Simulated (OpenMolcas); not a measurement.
**Single-point calculation, with input and output: GeH$_{3}$Cl**

System: GeH$_{3}$Cl.
Method: BLYP/def2-TZVP, RKS (OpenMolcas 26.06).

A bond length was changed on purpose from its optimised value.

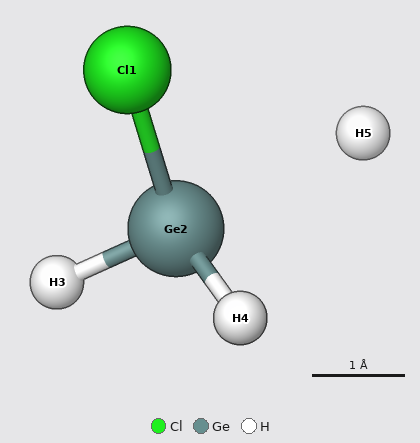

*The structure as given in the input (ball-and-stick view, seen at a tilt; atoms are numbered from 1 in the order of the input). Sticks mark near contacts.*

Bond lengths as drawn: Cl–Ge 2.16 Å and Ge–H 1.53 Å.

Input
```
&gateway
 baslib
 $CurrDir
 coord
 5
 angstrom
 Cl      -2.863033      -0.981253      -0.579451
 Ge      -0.825433      -0.970053      -1.281351
 H       -0.826833      -0.299953      -2.658851
 H       -0.368233      -2.429853      -1.361351
 H        0.984500       0.782900       0.956700
 basis
 def2-TZVP
 group
 NoSym

&seward
 gridinput
 Grid=UltraFine
 End of Grid

&scf
 ksdft
 BLYP
 thresholds
 1e-10 1e-07 1e-07 1e-05
 prorbitals
 0
```

Launch command:
```bash
export MOLCAS_MEM=1860
pymolcas job.input > job.log
```

What the program printed
```
--- Start Module: gateway ---

                                              &GATEWAY

                       available to each process: 1.9 GB of memory, 1 thread

 Basis Set     1 Label: CL.DEF2-TZVP
 Basis set is read from library:.
 basistype.tbl is not found

 Basis Set     2 Label: GE.DEF2-TZVP
 Basis set is read from library:.
 basistype.tbl is not found

 Basis Set     3 Label: H.DEF2-TZVP
 Basis set is read from library:.
 basistype.tbl is not found

++    Symmetry information:
      ---------------------

                    Character Table for C1

                             E
                    a        1  x, y, xy, Rz, z, xz, Ry, yz, Rx, I
--

++    Basis set information:
      ----------------------

      Basis set label: CL.DEF2-TZVP.........

      Electronic valence basis set:
      ------------------
      Associated Effective Charge  17.000000 au
      Associated Actual Charge     17.000000 au
      Nuclear Model: Point charge

      Shell  nPrim  nBasis  Cartesian Spherical Contaminant
         s      14       5        X
         p       9       5        X
         d       3       2                 X
         f       1       1                 X

      Basis set label: GE.DEF2-TZVP.........

      Electronic valence basis set:
      ------------------
      Associated Effective Charge  32.000000 au
      Associated Actual Charge     32.000000 au
      Nuclear Model: Point charge

      Shell  nPrim  nBasis  Cartesian Spherical Contaminant
         s      17       6        X
         p      12       5        X
         d       8       4                 X
         f       1       1                 X

      Basis set label: H.DEF2-TZVP.........

      Electronic valence basis set:
      ------------------
      Associated Effective Charge   1.000000 au
      Associated Actual Charge      1.000000 au
      Nuclear Model: Point charge

      Shell  nPrim  nBasis  Cartesian Spherical Contaminant
         s       5       3        X
         p       1       1        X
--

++    Molecular structure info:
      -------------------------

                    ************************************************
                    **** Cartesian Coordinates / bohr, angstrom ****
                    ************************************************

     Center  Label                x              y              z                     x              y              z
        1      CL1             -5.410348      -1.854299      -1.095004             -2.863033      -0.981253      -0.579451
        2      GE2             -1.559842      -1.833134      -2.421402             -0.825433      -0.970053      -1.281351
        3      H3              -1.562488      -0.566829      -5.024500             -0.826833      -0.299953      -2.658851
        4      H4              -0.695860      -4.591757      -2.572581             -0.368233      -2.429853      -1.361351
        5      H5               1.860435       1.479467       1.807901              0.984500       0.782900       0.956700

                    ***************************************
                    *    InterNuclear Distances / bohr    *
                    ***************************************

               1 CL1           2 GE2           3 H3            4 H4            5 H5
    1 CL1      0.000000
    2 GE2      4.072613        0.000000
    3 H3       5.648411        2.894763        0.000000
    4 H4       5.648301        2.894705        4.791972        0.000000
    5 H5       8.509121        6.368566        7.911096        7.910943        0.000000

                    *******************************************
                    *    InterNuclear Distances / angstrom    *
                    *******************************************

               1 CL1           2 GE2           3 H3            4 H4            5 H5
    1 CL1      0.000000
    2 GE2      2.155134        0.000000
    3 H3       2.989011        1.531843        0.000000
    4 H4       2.988952        1.531812        2.535802        0.000000
    5 H5       4.502833        3.370100        4.186372        4.186291        0.000000

                    **************************************
                    *    Valence Bond Angles / degree    *
                    **************************************
                          Atom centers                 Phi
                      3 H3       2 GE2      4 H4       111.73
--

            Nuclear Potential Energy            169.18776278 au

--- Stop Module: gateway /rc=_RC_ALL_IS_WELL_ ---

--- Start Module: seward ---

                                              &SEWARD

                       available to each process: 1.9 GB of memory, 1 thread

               SEWARD will generate:
                  Multipole Moment integrals up to order  2
                  Kinetic Energy integrals
                  Nuclear Attraction integrals (point charge)
                  One-Electron Hamiltonian integrals
                  Velocity integrals
                  Orbital angular momentum around ( -2.7244  -1.8234  -1.9937 )
                  Velocity quadrupole around ( -2.7244  -1.8234  -1.9937 )
                  Two-Electron Repulsion integrals

                   Integrals are discarded if absolute value <: 1.00E-14
                   Integral cutoff threshold is set to       <: 1.00E-16

            Nuclear Potential Energy            169.18776278 au

      Basis set specifications :
      Symmetry species         a
      Basis functions          103

--- Stop Module: seward /rc=_RC_ALL_IS_WELL_ ---
--- Module seward spent 3 seconds ---

--- Start Module: scf ---

                                                &SCF

                       available to each process: 1.9 GB of memory, 1 thread

 ###############################################################################
 ###     Minimized-density-differences option turned off!                    ###
 ###############################################################################
++    Input section:
      --------------

      Header of the integral files:

      Cartesian coordinates in angstrom:
      -----------------------------------------------------
      No.  Label        X            Y            Z
      -----------------------------------------------------
       1   CL1       -2.86303300  -0.98125300  -0.57945100
       2   GE2       -0.82543300  -0.97005300  -1.28135100
       3   H3        -0.82683300  -0.29995300  -2.65885100
       4   H4        -0.36823300  -2.42985300  -1.36135100
       5   H5         0.98450000   0.78290000   0.95670000
      -----------------------------------------------------
      Nuclear repulsion energy =  169.18776278
--

++    Orbital specifications:
      -----------------------

      Symmetry species               1
                                     a
      Frozen orbitals                0
      Occupied orbitals             26
      Secondary orbitals            77
      Deleted orbitals               0
      Total number of orbitals     103
      Number of basis functions    103
--

      Molecular charge                           0.000

      Numerical integration parameters
      --------------------------------
      Radial quadrature type:                         MHL
      Size of radial grid:                            99
      Lebedev angular grid:                           41
      Angular grid pruned with the crowding factor:  1.00E+10
                                 and fading factor:  1.00E+01
      Screening threshold for integral computation:   1.00E-11
      Radial quadrature accuracy:                     1.00E-25
      Maximum batch size:                             128
      AO values are stored on disk
      The same grid will be used for all iterations.

      DFT functional specifications
      -----------------------------
      Using Libxc version: 6.2.2
      Please cite the following reference:
      S. Lehtola, C. Steigemann, M. J.T. Oliveira, and M. A.L. Marques.,  SoftwareX 7, 1–5 (2018) doi:10.1016/j.softx.2017.11.002

      * Becke 88
        - A. D. Becke.,  Phys. Rev. A 38, 3098 (1988) doi:10.1103/PhysRevA.38.3098
      * Lee, Yang & Parr
        - C. Lee, W. Yang, and R. G. Parr.,  Phys. Rev. B 37, 785 (1988) doi:10.1103/PhysRevB.37.785
        - B. Miehlich, A. Savin, H. Stoll, and H. Preuss.,  Chem. Phys. Lett. 157, 200 (1989) doi:10.1016/0009-2614(89)87234-3

++    Optimization specifications:
      ----------------------------

      SCF Algorithm: Conventional
      D(i)-D(i-1) density differences are used
      Number of density matrices in core                 5
      Maximum number of NDDO SCF iterations            400
      Maximum number of HF SCF iterations              400
      Threshold for SCF energy change             1.00E-10
      Threshold for density matrix                1.00E-07
      Threshold for Fock matrix                   1.00E-07
      Threshold for linear dependence             1.00E-09
      Threshold at which DIIS is turned on        1.50E-01
      Maximum depth in the DIIS procedure                5
      Maximum depth in the BFGS Hessian update          30
      Threshold at which QNR/C2DIIS is turned on  7.50E-02
      Threshold for Norm(delta) (QNR/C2DIIS)      1.00E-05
      All orbitals punched on: SCFORB
--

      Input vectors read from INPORB
      Orbital file label: *Guess orbitals

++ Convergence information
                                   BLYP       iterations: Energy and convergence statistics

Iter     Tot. BLYP       One-elec.       Two-elec.     Energy      Max Dij or  Max Fij      DNorm      TNorm      AccCon     Time
         Energy          Energy          Energy        Change      Delta Norm                                                in Sec.

 The total and one-electron energies are shifted by a value of      2000. a.u.

   1  -538.422396797 -1964.558007942  1256.947848367   0.00E+00    3.60E-01*   1.24E+00*    9.89E+00   3.91E+02   None         2.
   2  -538.111566069 -2000.837020459  1293.537691611   3.11E-01*   2.51E-01*   6.47E-02*    3.70E+00   3.97E+02   EDIIS        1.
   3  -538.697919194 -1981.493272260  1273.607590288  -5.86E-01*   5.24E-01*   3.46E-02*    1.91E+00   3.94E+02   EDIIS        1.
   4  -538.733581079 -1971.410432456  1263.489088599  -3.57E-02*   2.61E-01*   4.23E-02*    1.82E+00   3.92E+02   EDIIS        1.
   5  -538.890939386 -1972.322448703  1264.243746539  -1.57E-01*   5.40E-01*   2.66E-02*    1.11E+00   3.92E+02   EDIIS        1.
   6  -538.782861969 -1985.347833497  1277.377208750   1.08E-01*   8.89E-02*   1.57E-02*    1.13E+00   3.94E+02   EDIIS        1.
   7  -538.948639382 -1973.636850389  1265.500448228  -1.66E-01*   3.86E-01*   1.98E-02*    3.85E-01   3.92E+02   c2DIIS       1.
   8  -538.906758393 -1980.672832661  1272.578311489   4.19E-02*   3.97E-01*   1.50E-02*    7.19E-01   3.94E+02   c2DIIS       1.
   9  -538.921636451 -1972.131070511  1264.021671282  -1.49E-02*   3.14E-02*   6.75E-03*    5.43E-01   3.92E+02   c2DIIS       1.
  10  -538.955065209 -1975.185635789  1267.042807802  -3.34E-02*   2.20E-01*   7.93E-03*    9.15E-02   3.93E+02   QNRc2DIIS    1.
  11  -538.913310429 -1980.126065959  1272.024992752   4.18E-02*   2.06E-01*   9.73E-02*    5.97E-01   3.94E+02   QNRc2DIIS    1.
  12  -538.955233823 -1975.545705754  1267.402709152  -4.19E-02*   2.63E-02*   3.05E-03*    5.60E-01   3.93E+02   QNRc2DIIS    1.
  13  -538.955047404 -1975.570677193  1267.427867011   1.86E-04*   1.28E-02*   5.09E-03*    7.15E-02   3.93E+02   QNRc2DIIS    1.
  14  -538.955340745 -1975.601632308  1267.458528784  -2.93E-04*   5.08E-03*   4.97E-04*    3.87E-02   3.93E+02   QNRc2DIIS    1.
  15  -538.955330815 -1975.480349375  1267.337255781   9.93E-06*   4.09E-03*   1.87E-03*    1.40E-02   3.93E+02   QNRc2DIIS    1.
  16  -538.955344912 -1975.555539851  1267.412432161  -1.41E-05*   5.47E-04*   2.94E-04*    1.10E-02   3.93E+02   QNRc2DIIS    1.
  17  -538.955345611 -1975.567511803  1267.424403414  -6.99E-07*   9.03E-05*   4.46E-05*    1.92E-03   3.93E+02   QNRc2DIIS    1.
  18  -538.955345621 -1975.561692796  1267.418584397  -9.40E-09*   4.84E-05*   1.40E-05*    3.61E-04   3.93E+02   QNRc2DIIS    1.
  19  -538.955345625 -1975.563837929  1267.420729526  -4.80E-09*   8.36E-06    2.56E-06*    1.79E-04   3.93E+02   QNRc2DIIS    1.
  20  -538.955345625 -1975.563597977  1267.420489573  -6.59E-11    2.69E-06    7.13E-07*    2.75E-05   3.93E+02   QNRc2DIIS    1.
  21  -538.955345625 -1975.563710109  1267.420601705  -5.00E-12    9.19E-07    4.00E-07*    8.91E-06   3.93E+02   QNRc2DIIS    1.
  22  -538.955345625 -1975.563669827  1267.420561423  -2.27E-12    5.02E-08    1.32E-08     3.33E-06   3.93E+02   QNRc2DIIS    1.

       Convergence after  22 Iterations
--

 *****************************************************************************************************************************
 *                                             SCF/KS-DFT Program, Final results                                             *
 *                                                       Final Results                                                       *
 *****************************************************************************************************************************

::    Total KS-DFT energy                           -2538.9553456254
      One-electron energy                           -3975.5636698270
      Two-electron energy                            1267.4205614231
      Nuclear repulsion energy                        169.1877627785
      Kinetic energy (interpolated)                  2534.3290068093
      Virial theorem                                    1.0018254689
      Total spin, S(S+1)                                0.0000000000
      Total spin, S                                     0.0000000000
      Max non-diagonal density matrix element           0.0000000341
      Max non-diagonal Fock matrix element              0.0000000054

      No orbitals printed

++    Molecular charges:
      ------------------

      Mulliken charges per centre
      ---------------------------

                CL1     GE2     H3      H4      H5
      Total   17.2233 31.6846  0.9750  0.9750  1.1422

      N-E     -0.2233  0.3154  0.0250  0.0250 -0.1422

      Total electronic charge=   52.000000

      Total            charge=   -0.000000
--

++    Molecular properties:
      ---------------------

      Charge (e):
                      =   -0.0000
      Dipole Moment (debye):
      Origin of the operator (angstrom)=   -1.4417   -0.9649   -1.0550
                   X=  5.4814E-04               Y= -1.2179E+00               Z= -1.9996E+00           Total=  2.3414E+00
      Quadrupole Moment (debye*angstrom):
      Origin of the operator (angstrom)=   -1.4417   -0.9649   -1.0550
                  XX= -3.5960E+01              XY= -2.6250E+00              XZ= -3.1443E+00              YY= -3.4419E+01
                  YZ= -1.9536E+00              ZZ= -3.4759E+01
      In traceless form (debye*angstrom)
                  XX= -1.3707E+00              XY= -3.9375E+00              XZ= -4.7165E+00              YY=  9.4078E-01
                  YZ= -2.9305E+00              ZZ=  4.2993E-01
--

--- Stop Module: scf /rc=_RC_ALL_IS_WELL_ ---
--- Module scf spent 29 seconds ---

.##################.
.# Happy landing! #.
.##################.

    Timing: Wall=33.42 User=27.72 System=5.68
```

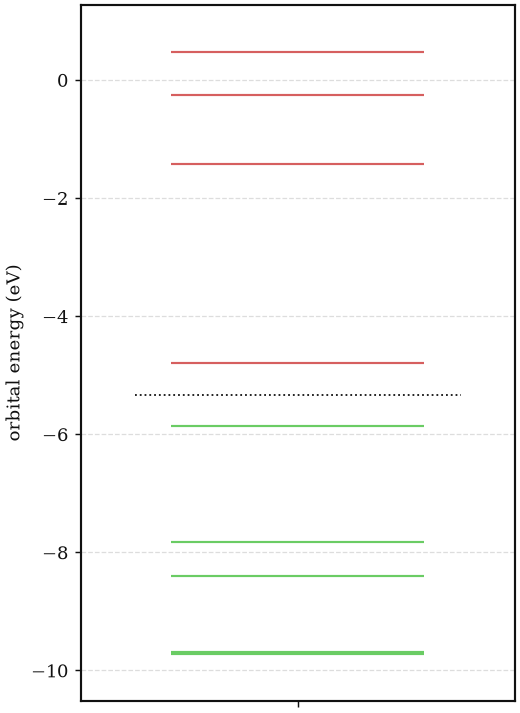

*Orbital energies near the frontier; the dotted line parts filled from empty levels, and levels within 0.02 eV of each other stand side by side.*

Highest filled −5.86 eV, lowest empty −4.80 eV, 1.06 eV apart.

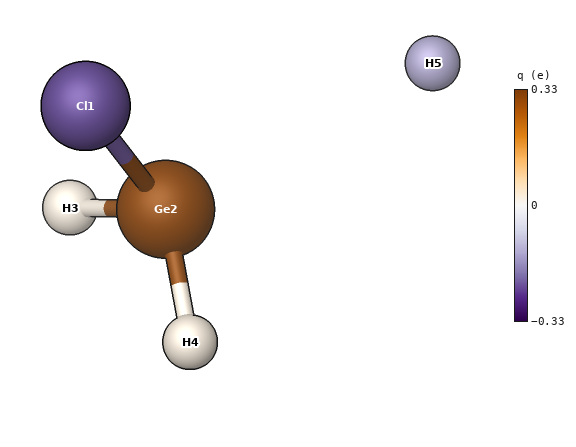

*Mulliken charges, as the colour of each atom (ball-and-stick view, seen at a tilt; atoms are numbered from 1 in the order of the input).*

By element: Cl −0.22, Ge +0.32 and H −0.14 to +0.03 e.

Summary

| quantity | value |
| --- | --- |
| outcome | converged |
| total energy | −2538.955346 hartree |
| basis functions | 103 |
| HOMO | −5.86 eV |
| LUMO | −4.80 eV |
| dipole moment | 2.34 debye |
| hardware | 1 thread of Arm Neoverse V1, 24 GiB of memory available, shared host |
| wall time | 34 s |
| peak memory | 0.58 GiB |
